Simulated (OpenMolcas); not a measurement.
**Run report: CHClFNSi, single-point calculation (part 3 of 3)**

CHClFNSi, SMILES FC1=N[SiH]1Cl; CASSCF/ANO-RCC-VDZP, DKH2 (OpenMolcas 26.06). The geometry comes from this level: PBE0-D4/def2-TZVP.

Geometry of the input (Å):
```
F  0.1583  -2.2813  -0.6387
C  0.2166  -1.0437  -0.2121
N  1.2403  -0.3917  0.1610
Si -0.2339  0.5932  0.2348
Cl -0.5257  2.0702  -1.1165
H  -0.8136  0.9894  1.5254
```

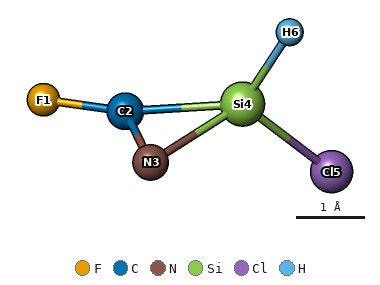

Figure 1. The input geometry (ball-and-stick view, seen at a tilt; atoms are numbered from 1 in the order of the input).

### Log, continued
```
      ************************************************************************************************************************
      *                                                    Final results                                                     *
      ************************************************************************************************************************

++    Final optimization conditions:
      ------------------------------

      Average CI energy                            -943.01396598
      RASSCF energy for state  1                   -943.01396598
      Super-CI energy                                -0.00000000
      RASSCF energy change                           -0.00000001
      Max change in MO coefficients               4.541E-04
      Max non-diagonal density matrix element     3.615E-04
      Maximum BLB matrix element                 -1.856E-05
      (orbital pair  24,  30 in symmetry   1)
      Norm of electronic gradient            4.730E-05
--

      Final state energy(ies):
      ------------------------

::    RASSCF root number  1 Total energy:   -943.01396598
      Von Neumann Entropy (Root   1) =  0.06513

      Mulliken population analysis for root number:  1
      -----------------------------------------------

++    Molecular charges:
      ------------------

      Mulliken charges per centre
      ---------------------------

                F1      C2      N3      SI4     CL5     H6
      Total    9.2717  5.7106  7.3389 13.3334 17.2404  1.1049

      N-E     -0.2717  0.2894 -0.3389  0.6666 -0.2404 -0.1049

      Total electronic charge=   54.000000

      Total            charge=   -0.000000
--

      Expectation values of various properties for root number:  1
      -----------------------------------------------------------

++    Molecular properties:
      ---------------------

      Charge (e):
                      =   -0.0000
      Dipole Moment (debye):
      Origin of the operator (angstrom)=   -0.0254    0.2628   -0.3980
                   X= -2.1934E+00               Y=  1.7117E+00               Z=  1.0427E+00           Total=  2.9712E+00
      Quadrupole Moment (debye*angstrom):
      Origin of the operator (angstrom)=   -0.0254    0.2628   -0.3980
                  XX= -4.4956E+01              XY=  1.9781E+00              XZ= -1.6171E+00              YY= -4.5659E+01
                  YZ=  5.3893E-01              ZZ= -4.0172E+01
      In traceless form (debye*angstrom)
                  XX= -2.0399E+00              XY=  2.9671E+00              XZ= -2.4257E+00              YY= -3.0957E+00
                  YZ=  8.0839E-01              ZZ=  5.1356E+00
--

      LoProp population analysis for root number:  1
      -----------------------------------------------

++    LoProp analysis:
      ----------------

++    Static properties:
      ------------------

      LoProp Charges per center

                   F1       C2       N3       SI4      CL5      H6
      Nuclear      9.0000   6.0000   7.0000  14.0000  17.0000   1.0000
      Electronic  -9.2713  -5.8011  -7.4951 -13.0534 -17.2697  -1.1094

      Total       -0.2713   0.1989  -0.4951   0.9466  -0.2697  -0.1094
--

      Natural Bond Order analysis for root number:  1

++    Natural Bond Order analysis
      ---------------------------
      Based on LoProp computed density
      -------------------------------------------------------------------------------------
      Atom A       Atom B       Bond Order
        C2           SI4            0.794
      -------------------------------------------------------------------------------------
      NBO located      1.589 electrons involved in    1 bonds.
      NBO located      1.000 non-bonded electrons on atom F1
      NBO located      1.016 non-bonded electrons on atom F1
      NBO located      0.974 non-bonded electrons on atom F1
      NBO located      0.994 non-bonded electrons on atom C2
      NBO located      0.997 non-bonded electrons on atom N3
      NBO located      0.977 non-bonded electrons on atom SI4
      NBO located      1.002 non-bonded electrons on atom SI4
      NBO located      1.000 non-bonded electrons on atom SI4
      NBO located      0.998 non-bonded electrons on atom SI4
      NBO located      0.999 non-bonded electrons on atom SI4
      NBO located      0.996 non-bonded electrons on atom CL5
      NBO located      0.999 non-bonded electrons on atom CL5
      NBO located      1.000 non-bonded electrons on atom CL5
      NBO located      1.000 non-bonded electrons on atom CL5
      NBO located      1.000 non-bonded electrons on atom CL5
      NBO located      1.000 non-bonded electrons on atom CL5
      The remaining   11.505 electrons are to be considered as diffuse
--

--

      Average orbitals are written to the RASORB file
      Natural orbitals for root   1 are written to the RASORB.1 file
      Spin density orbitals for root   1 are written to the SPDORB.1 file

--- Stop Module: rasscf /rc=_RC_ALL_IS_WELL_ ---
--- Module rasscf spent 4 seconds ---

.##################.
.# Happy landing! #.
.##################.

    Timing: Wall=10.56 User=9.57 System=0.94
```

### Summary

- outcome: converged
- total energy: −943.013966 hartree
- CASSCF energy: −943.013966 hartree
- basis functions: 83
- wall time: 11 s
- peak memory: 0.41 GiB

### Remarks

Further notes kept with the run: an active orbital turned away from the chosen space.
